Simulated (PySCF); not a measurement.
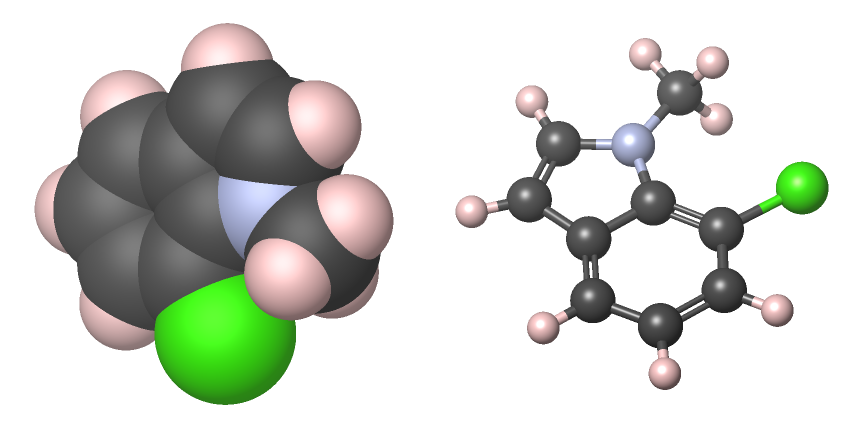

Both panels show the same species. Colours: carbon dark grey, nitrogen light blue, chlorine green, hydrogen pink.

Question: Which formula does it have?

Answer: C9H8ClN, 19 atoms: 9 carbon, 8 hydrogen, 1 chlorine and 1 nitrogen.

Question: What is its SMILES?

Answer: Cn1ccc2cccc(Cl)c21

The parts below concern this one geometry. Atoms keep their numbers from picture to picture. Computed geometry: PBE0-D3(BJ)/def2-SVP optimisation. No frequency run is at hand to confirm it as a minimum.

**Geometry**

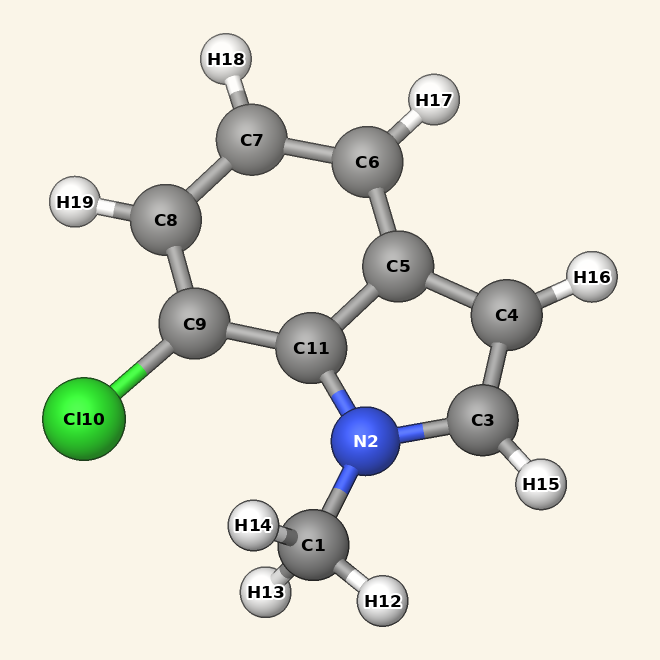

Atoms carry their numbers in the input. No frequency run is at hand to confirm it as a minimum.

Question: Describe the coordination of atom 1.

Answer: C1 has 4 neighbours (N2 at 1.44, H12 at 1.10, H13 at 1.10, H14 at 1.10 Å); the arrangement is tetrahedral.

Question: Describe the coordination of atom 5.

Answer: C5 has 3 neighbours (C4 at 1.43, C6 at 1.40, C11 at 1.43 Å); the arrangement is trigonal planar.

Question: What is the geometry at C8?

Answer: C8 has 3 neighbours (C7 at 1.41, C9 at 1.39, H19 at 1.09 Å); the arrangement is trigonal planar.

Question: What is the geometry at C3?

Answer: C3 has 3 neighbours (N2 at 1.38, C4 at 1.37, H15 at 1.09 Å); the arrangement is trigonal planar.

Question: Which bond is the longest?

Answer: C9–Cl10, 1.741 Å.

Question: What is the dihedral angle Cl10–C9–C11–C5?

Answer: 180° in size, that is anti.

**Ring current**

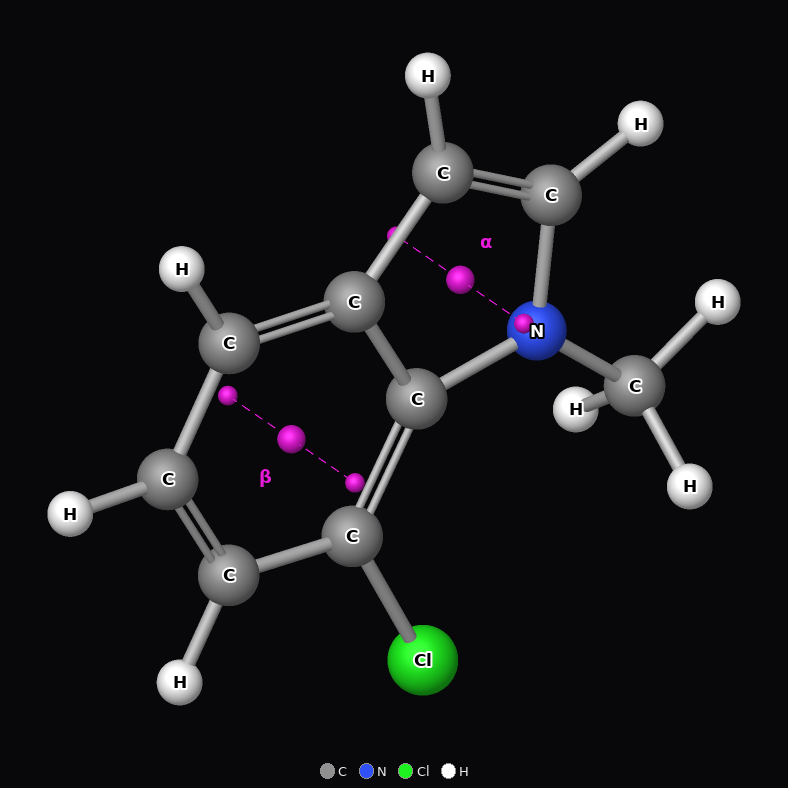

The small points mark where nucleus-independent chemical shifts (NICS) were computed: at the centre of each lettered ring and 1 Å above and below it. No frequency run is at hand to confirm it as a minimum. Level of theory: GIAO PBE0/pcSseg-1 NMR shielding, non-relativistic, IEF-PCM chloroform (PySCF 2.14.0).

Give NICS(0), NICS(1) and the out-of-plane component NICS(1)zz for each ring (means of the two sides).

```csv
ring,members,NICS(0),NICS(1),NICS(1)zz
α,C4N,−13.6,−11.7,−28.7
β,C6,−10.7,−11.7,−27.9
```

Values in ppm.

Question: What do the values say about the ring currents?

Answer: Ring α: diatropic, as in an aromatic ring. Ring β: diatropic, as in an aromatic ring. NICS is one index among several.

**Electronic properties**

No frequency run is at hand to confirm it as a minimum. Level of theory: PBE0/pcSseg-1 in chloroform (IEF-PCM) (PySCF 2.14.0).

Computed properties:

- dipole moment: 2.55 D
- HOMO energy (Kohn–Sham orbital): −6.05 eV
- LUMO energy (Kohn–Sham orbital): −0.66 eV
- HOMO–LUMO gap: 5.39 eV

**Quadrupole coupling**

No frequency run is at hand to confirm it as a minimum. Electric field gradients from the ground-state density, PBE0/pcSseg-1 in chloroform (IEF-PCM) (PySCF 2.14.0), non-relativistic apart from any core potentials.

Give the largest field-gradient component, the quadrupole coupling constant and the asymmetry for 14N at N2 (Q = 20.44 mb), 35Cl at Cl10 (Q = −81.7 mb), 2H at H12 (Q = 2.86 mb), 2H at H13 (Q = 2.86 mb), 2H at H15 (Q = 2.86 mb), 2H at H16 (Q = 2.86 mb).

```tsv
atom	V_zz (a.u.)	e²qQ/h (MHz)	η
N2	−0.786	−3.78	0.12
Cl10	3.909	−75.0	0.08
H12	0.287	0.193	0.09
H13	0.284	0.191	0.07
H15	0.306	0.205	0.11
H16	0.317	0.213	0.09
```

**NMR shielding**

The questions are on isotropic NMR shieldings of the H atoms. No frequency run is at hand to confirm it as a minimum. Method: GIAO PBE0/pcSseg-1 NMR shielding, non-relativistic, IEF-PCM chloroform (PySCF 2.14.0).

Question: Which H atom is the most shielded (lowest chemical shift)?

Answer: H12 (27.56 ppm).

Question: Which H atom is the least shielded (highest chemical shift)?

Answer: H17 (23.51 ppm).

Question: How wide is the range of H shifts?

Answer: 4.05 ppm.

List the isotropic NMR shieldings of the H atoms.

| atom | σ (ppm) |
| --- | --- |
| H12 | 27.56 |
| H13 | 26.90 |
| H14 | 26.91 |
| H15 | 24.17 |
| H16 | 24.56 |
| H17 | 23.51 |
| H18 | 23.96 |
| H19 | 23.88 |
